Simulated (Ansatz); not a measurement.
**What x(Rh) = 0.75, 4 atoms, I4/mmm does to Ag**

Base system: Ag in the fcc (Cu type) structure (space group Fm-3m, No. 225; a = 4.105 Å).

The other end (x = 1) is Rh in the fcc (Cu type) structure (space group Fm-3m, No. 225): 13.72 Å³/atom, gap zero.

Perturbation: Rh replaces 75.0 % of the Ag, ordered in a cell of 4 atoms (starting symmetry I4/mmm) and fully relaxed.

Method: r2SCAN (Ansatz, a program for electronic structure, PAW, spin-orbit coupling left out). Settings: 17×17×17 k-points, 0.05 eV Fermi–Dirac smearing, for the changed cell.

- Density = 11.94 g/cm³ (base 10.36 g/cm³)
- Shortest interatomic distance = 2.736 Å (base 2.903 Å)
- Band gap = zero (base zero)
- Mixing energy = +0.24 eV/atom (to 0.01 eV only: unlike meshes or grids)
- Deviation of the volume from the linear (Vegard-type) interpolation = -0.9 %

Final structure:

```
CELL_PARAMETERS angstrom
     -1.93461     1.93461     3.86864
      1.93461    -1.93461     3.86864
      1.93461     1.93461    -3.86864
ATOMIC_POSITIONS crystal
  Rh 0.75000 0.25000 0.50000
  Rh 0.25000 0.75000 0.50000
  Ag 0.00000 0.00000 0.00000
  Rh 0.50000 0.50000 0.00000
```

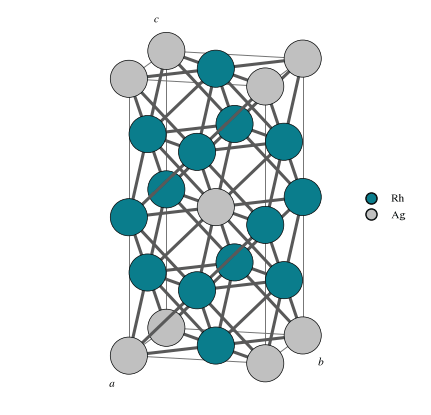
Figure: The relaxed conventional cell after the change

These are small ordered cells, not random alloys; other orderings at the same x differ. No phonon test of stability was made. All final runs are without spin polarisation. AgRh3 has a high density of states at the Fermi level and may be magnetic at this level.
